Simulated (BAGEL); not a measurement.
**HF/6-31G(d) (density fitting with cc-pvqz-jkfit, spherical functions) run of C3H9OP (trimethylphosphine oxide)**

What is the vertical singlet–triplet gap of C3H9OP (trimethylphosphine oxide) at HF/6-31G* (density fitting with cc-pvqz-jkfit, spherical functions)? 

Program for the calculation: BAGEL 1.2.2.

5 further runs of the same task are left out: 4 that didn't finish, 1 set aside as unsound or not needed.

## (1) The system as given

C3H9OP has 14 atoms, charge 0, and is taken as a singlet. As SMILES, `CP(C)(C)=O`. The coordinates come from a PBE0-D4/def2-TZVP relaxation.

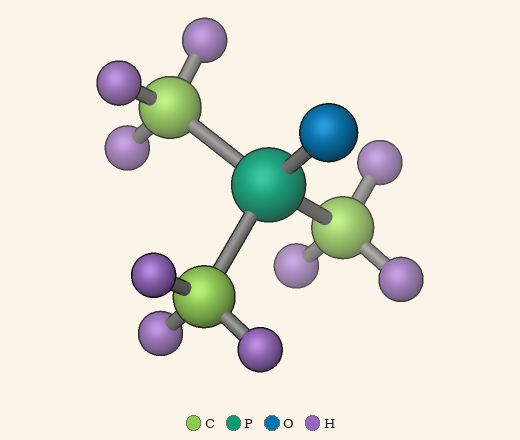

The structure, seen from a chosen angle (carbon green, phosphorus teal, oxygen blue, hydrogen purple).

## (2) A single-point energy at HF/6-31G(d) (density fitting with cc-pvqz-jkfit, spherical functions)

File hf.json:

```json
{ "bagel": [

{
  "title": "molecule",
  "basis": "6-31gs.json",
  "df_basis": "cc-pvqz-jkfit",
  "angstrom": "true",
  "geometry": [
    { "atom": "C", "xyz": [   -1.560160,    0.537920,    0.164450 ] },
    { "atom": "P", "xyz": [    0.175730,    0.472190,   -0.335040 ] },
    { "atom": "C", "xyz": [    1.094970,    0.292190,    1.210830 ] },
    { "atom": "C", "xyz": [    0.356760,   -1.121410,   -1.168590 ] },
    { "atom": "O", "xyz": [    0.605440,    1.626720,   -1.154260 ] },
    { "atom": "H", "xyz": [   -1.726110,    1.450430,    0.739760 ] },
    { "atom": "H", "xyz": [   -1.846910,   -0.326980,    0.765910 ] },
    { "atom": "H", "xyz": [   -2.182300,    0.578660,   -0.731360 ] },
    { "atom": "H", "xyz": [    0.971390,    1.201840,    1.801140 ] },
    { "atom": "H", "xyz": [    2.154810,    0.175080,    0.978000 ] },
    { "atom": "H", "xyz": [    0.754660,   -0.566620,    1.792780 ] },
    { "atom": "H", "xyz": [    0.032960,   -1.952660,   -0.539130 ] },
    { "atom": "H", "xyz": [    1.404970,   -1.259100,   -1.439700 ] },
    { "atom": "H", "xyz": [   -0.236200,   -1.108280,   -2.084780 ] }
  ]
},
{ "title": "hf" },
{ "title": "print", "file": "orbitals.molden", "orbitals": "true" }

]}
```

The basis set 6-31G* is read from a file made from the Basis Set Exchange's data (not shown).

On the command line:

```
BAGEL_NUM_THREADS=1 BAGEL hf.json > hf.out
```

The log of the run:

```text
* using 1 threads per process

  ===============================================================
  ===============================================================

  *** Geometry ***

  { "atom" : "C", "xyz" : [     -2.948275,      1.016521,      0.310765 ] },
  { "atom" : "P", "xyz" : [      0.332082,      0.892310,     -0.633134 ] },
  { "atom" : "C", "xyz" : [      2.069193,      0.552159,      2.288137 ] },
  { "atom" : "C", "xyz" : [      0.674179,     -2.119158,     -2.208315 ] },
  { "atom" : "O", "xyz" : [      1.144116,      3.074055,     -2.181235 ] },
  { "atom" : "H", "xyz" : [     -3.261875,      2.740915,      1.397944 ] },
  { "atom" : "H", "xyz" : [     -3.490154,     -0.617903,      1.447360 ] },
  { "atom" : "H", "xyz" : [     -4.123949,      1.093509,     -1.382070 ] },
  { "atom" : "H", "xyz" : [      1.835661,      2.271148,      3.403661 ] },
  { "atom" : "H", "xyz" : [      4.072001,      0.330853,      1.848152 ] },
  { "atom" : "H", "xyz" : [      1.426101,     -1.070757,      3.387863 ] },
  { "atom" : "H", "xyz" : [      0.062285,     -3.689993,     -1.018808 ] },
  { "atom" : "H", "xyz" : [      2.655009,     -2.379354,     -2.720639 ] },
  { "atom" : "H", "xyz" : [     -0.446353,     -2.094346,     -3.939663 ] },

  Number of auxiliary basis functions:     1031

  Since a DF basis is specified, we compute 2- and 3-index integrals:
    o Being stored without compression. Storage requirement is 0.070 GB

  Number of basis functions:       92
  Number of electrons      :       50

    * METHOD: MOLECULE                             1.22

  *** RHF ***

  === Nuclear Repulsion ===
   261.3425320130

      * DIIS with orbital gradients will be used.

  === RHF iteration (6-31gs.json) ===
      0       -534.17438206          0.01900699           0.22
      1       -534.34381052          0.01303002           0.22
      2       -534.45691008          0.00226155           0.22
      3       -534.46068072          0.00063226           0.22
      4       -534.46099567          0.00006172           0.22
      5       -534.46099993          0.00000770           0.22
      6       -534.46100001          0.00000195           0.22
      7       -534.46100001          0.00000059           0.22
      8       -534.46100001          0.00000020           0.22
      9       -534.46100002          0.00000006           0.22
     10       -534.46100001          0.00000002           0.22
     11       -534.46100002          0.00000001           0.22
    * SCF iteration converged.

    * Permanent dipole moment:
           (    0.535434,     1.438581,    -1.020789) a.u.

    * METHOD: HF                                   3.05

    * METHOD: PRINT                                0.01

  ===============================================================
```

It took 4.5 s on 1 thread of Arm Neoverse V2, shared host; peak memory 0.25 GiB.

## (3) The triplet, same level

File calc.json:

```json
{ "bagel" : [

{
  "title" : "molecule",
  "basis" : "6-31gs.json",
  "df_basis" : "cc-pvqz-jkfit",
  "angstrom" : true,
  "geometry" : [
    { "atom" : "C", "xyz" : [   -1.560160,    0.537920,    0.164450 ] },
    { "atom" : "P", "xyz" : [    0.175730,    0.472190,   -0.335040 ] },
    { "atom" : "C", "xyz" : [    1.094970,    0.292190,    1.210830 ] },
    { "atom" : "C", "xyz" : [    0.356760,   -1.121410,   -1.168590 ] },
    { "atom" : "O", "xyz" : [    0.605440,    1.626720,   -1.154260 ] },
    { "atom" : "H", "xyz" : [   -1.726110,    1.450430,    0.739760 ] },
    { "atom" : "H", "xyz" : [   -1.846910,   -0.326980,    0.765910 ] },
    { "atom" : "H", "xyz" : [   -2.182300,    0.578660,   -0.731360 ] },
    { "atom" : "H", "xyz" : [    0.971390,    1.201840,    1.801140 ] },
    { "atom" : "H", "xyz" : [    2.154810,    0.175080,    0.978000 ] },
    { "atom" : "H", "xyz" : [    0.754660,   -0.566620,    1.792780 ] },
    { "atom" : "H", "xyz" : [    0.032960,   -1.952660,   -0.539130 ] },
    { "atom" : "H", "xyz" : [    1.404970,   -1.259100,   -1.439700 ] },
    { "atom" : "H", "xyz" : [   -0.236200,   -1.108280,   -2.084780 ] }
  ]
},
{ "title" : "uhf", "nopen" : 2 },
{ "title" : "print", "file" : "orbitals.molden", "orbitals" : true }

]}
```

The basis set 6-31G* is read from a file made from the Basis Set Exchange's data (not shown).

On the command line:

```
BAGEL_NUM_THREADS=1 BAGEL calc.json > calc.out
```

The log of the run:

```text
* using 1 threads per process

  ===============================================================
  ===============================================================

  *** Geometry ***

  { "atom" : "C", "xyz" : [     -2.948275,      1.016521,      0.310765 ] },
  { "atom" : "P", "xyz" : [      0.332082,      0.892310,     -0.633134 ] },
  { "atom" : "C", "xyz" : [      2.069193,      0.552159,      2.288137 ] },
  { "atom" : "C", "xyz" : [      0.674179,     -2.119158,     -2.208315 ] },
  { "atom" : "O", "xyz" : [      1.144116,      3.074055,     -2.181235 ] },
  { "atom" : "H", "xyz" : [     -3.261875,      2.740915,      1.397944 ] },
[... 6 lines of this table left out ...]
  { "atom" : "H", "xyz" : [      2.655009,     -2.379354,     -2.720639 ] },
  { "atom" : "H", "xyz" : [     -0.446353,     -2.094346,     -3.939663 ] },

  Number of auxiliary basis functions:     1031

  Since a DF basis is specified, we compute 2- and 3-index integrals:
    o Being stored without compression. Storage requirement is 0.070 GB

  Number of basis functions:       92
  Number of electrons      :       50

    * METHOD: MOLECULE                             1.23

  *** Open-shell HF ***

  === Nuclear Repulsion ===
   261.3425320130

      * DIIS with orbital gradients will be used.

  === UHF iteration (6-31gs.json) ===
      0       -533.73653014          0.03728689           0.44
      1       -533.80369180          0.03957440           0.44
      2       -533.83302561          0.03650116           0.43
      3       -534.13863027          0.00458713           0.43
      4       -534.16239412          0.00330392           0.43
      5       -534.18004604          0.00196943           0.44
[... 85 lines of this table left out ...]
     91       -534.19003609          0.00000001           0.43
     92       -534.19003609          0.00000000           0.44
    * SCF iteration converged.

    * S^2 (UHF) is 2.0108

    * Permanent dipole moment:
           (    0.155779,     0.535850,    -0.269178) a.u.

    * METHOD: UHF                                 40.90

    * METHOD: PRINT                                0.01

  ===============================================================
```

Wall time 42 s (1 thread of Arm Neoverse V2, shared host); peak memory 0.25 GiB.

## (4) Results

Level: HF/6-31G* (density fitting with cc-pvqz-jkfit, spherical functions).

| quantity | value |
| --- | --- |
| singlet: total energy | -534.46100 Eh |
| singlet: dipole moment | 4.69 D |
| singlet: HOMO energy | -11.02 eV |
| singlet: LUMO energy | 5.37 eV |
| singlet: HOMO–LUMO gap | 16.39 eV |
| triplet: total energy | -534.19004 Eh |
| triplet: dipole moment | 1.57 D |
| triplet: ⟨S²⟩ | 2.011 |
| vertical energy of the triplet above the singlet | 7.373 eV |

In words: At this shape the triplet lies 7.37 eV (170 kcal/mol) above the singlet.
